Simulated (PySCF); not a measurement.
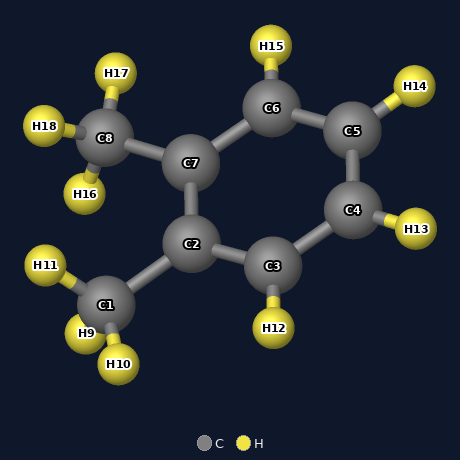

C₈H₁₀ (o-xylene), SMILES Cc1ccccc1C. Simulated ¹H spectrum at 90 MHz, line width 1.0 Hz, from GIAO shifts (PBE0/pcSseg-1, against TMS) and couplings (B3LYP/pcJ-1), PySCF, at a PBE0-D3(BJ)/def2-SVP geometry (no frequency check). Gas phase, values of one conformer, averaged over methyl-type rotors and exact or near symmetry; couplings among ¹H are treated exactly, other nuclei are left out. The spin-dipole term of J is left out for all pairs. The upper panels enlarge each group of lines, each scaled alone.

Q: Give the shifts and couplings that make up the spectrum.

A:
```
δ (ppm)  nuclei                        atoms
   7.24       2                     H12, H15
   7.23       2                     H13, H14
   2.23       6  H9, H10, H11, H16, H17, H18
```

The order of signals that lie close, as those under 0.08 ppm apart, is within the error of the method.


| pair | J (Hz) |
| --- | --- |
| H13–H14 | 8.3 |
| H12–H13, H15–H14 | 8.3 |
| H12–H14, H15–H13 | 1.0 |
| H12–H9, H12–H10, H12–H11, H15–H16, H15–H17, H15–H18 | −1.0 |
| H13–H16, H13–H17, H13–H18, H14–H9, H14–H10, H14–H11 | −0.8 |
| H9/H10/H11 – H16/H17/H18 | 0.8 |

Not listed: couplings under 0.5 Hz, those between magnetically equivalent nuclei.

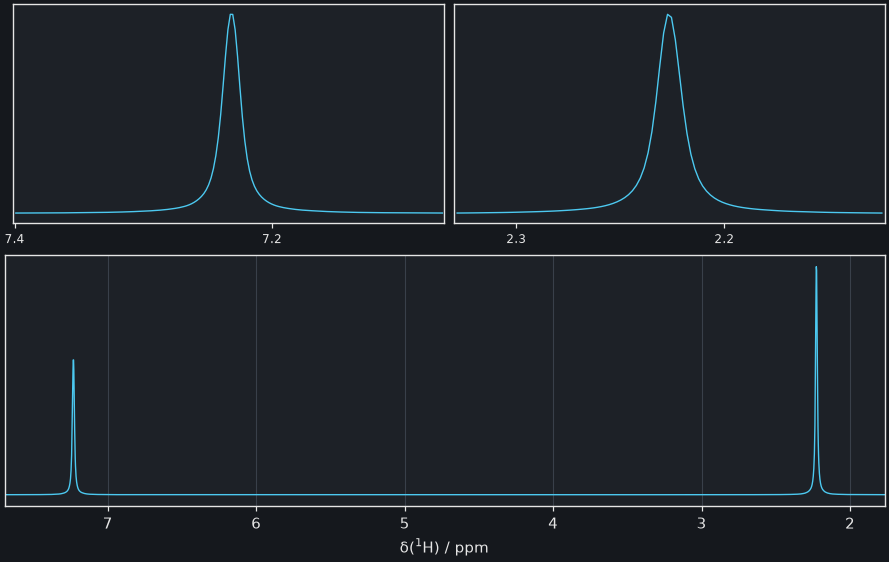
